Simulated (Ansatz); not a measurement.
TiAl, pressure series

The parent structure is TiAl (space group P4/mmm, No. 123).

```xyz
2
Lattice="2.8129 0.0000 0.0000 0.0000 2.8129 0.0000 0.0000 0.0000 4.0587" Properties=species:S:1:pos:R:3 pbc="T T T"
Al     1.4064     1.4064     2.0294
Ti     0.0000     0.0000     0.0000
```

Cell and atoms are relaxed at each pressure.

Level of theory: r2SCAN (Ansatz, an electronic-structure program), spin-orbit coupling left out, earlier PAW set.

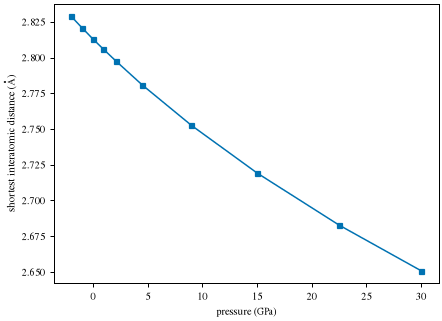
*Shortest interatomic distance against pressure*

| pressure (GPa) | shortest interatomic distance |
|---|---|
| -2 | 2.829 Å |
| -1 | 2.821 Å |
| 0.9 | 2.806 Å |
| 2.1 | 2.797 Å |
| 4.5 | 2.781 Å |
| 9 | 2.753 Å |
| 15 | 2.719 Å |
| 22.5 | 2.683 Å |
| 30 | 2.651 Å |

Load acts through the strain it causes; cell and atoms are relaxed under it. Stability against distortions was not tested. Competing high-pressure phases were not computed. All final runs are without spin polarisation.
